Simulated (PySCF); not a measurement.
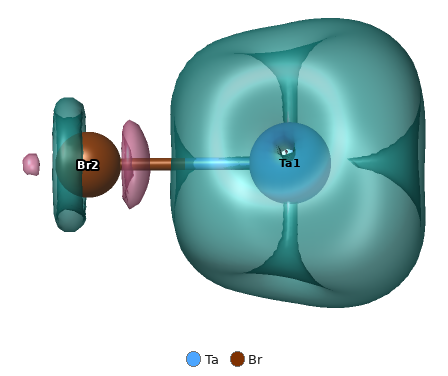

The picture shows: TaBr (charge −1, quartet). Isosurfaces of the spin density (α minus β) at +0.015 (teal) and −0.015 e/Å³ (pink), seen from one side.

Core potentials replace the inner electrons of Ta.

Level of theory: PBE0/def2-TZVPPD, non-relativistic Hamiltonian with scalar-relativistic core potentials where named, at a bond length of 2.611 Å (PySCF).

```yaml
atoms:
  - { symbol: Ta, position_ang: [0.0000, 0.0000, -0.7929] }
  - { symbol: Br, position_ang: [0.0000, 0.0000, 1.8181] }
```

### Which atoms carry the spin?

The unpaired spin (3 electrons) lies mostly on Ta1 (about 2.9) and Br2 (about 0.1), in electrons by Hirshfeld's partition.
